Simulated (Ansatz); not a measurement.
# BAs: Be on a B site, symmetric start

Base system: a 16-atom supercell of BAs in the zinc blende structure (space group F-43m, No. 216; a = 4.768 Å) at its relaxed geometry.

It is then changed as follows: one B atom is replaced by Be, atoms relaxed at fixed cell.

Method: PBEsol in Ansatz (plane waves to 420 eV, PAW, scalar-relativistic without spin-orbit coupling), earlier PAW set. k-mesh 5×5×5 (Γ-centred); smearing 0.01 eV (Fermi–Dirac).

```json
[
 {"quantity": "pressure", "base": "0.0 GPa", "changed": "3.3 GPa", "shift": "+3.3 GPa"},
 {"quantity": "energy gained by relaxation", "base": "–", "changed": "0.07 eV", "shift": "–"},
 {"quantity": "largest displacement of a host atom from its site in the perfect cell", "base": "–", "changed": "0.04 Å", "shift": "–"},
 {"quantity": "mean distance from the defect site to its nearest host atoms", "base": "206 pm", "changed": "210 pm", "shift": "+4 pm"}
]
```

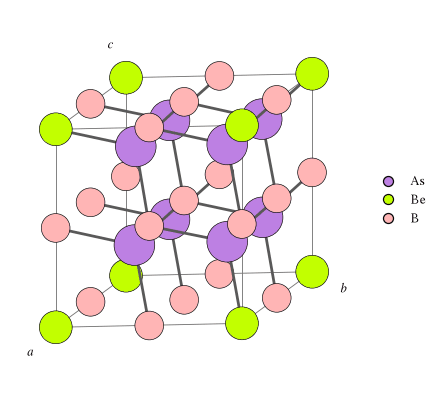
Fig. 1. The relaxed cell after the change

Cost of the whole job for the changed cell (relaxation, final SCF and bands): roughly 110 core-seconds.

Other magnetic orders, which the real material may have, were not ruled out. In so small a cell the defect repeats every few ångströms: this is an ordered compound, not a dilute defect. A case with no gap was solved on a k-mesh chosen for an insulator, which is coarse for it. The defect started on the symmetric site and kept its symmetry, so it may sit on a saddle. Starting moments died away, wholly or in part, for Be on a B site; another magnetic solution may exist. The defect cell is spin-polarised and ends with 0.3 μB, a fractional moment that hangs on the mesh and smearing.

Ansatz is a quantum-chemistry and plane-wave program.
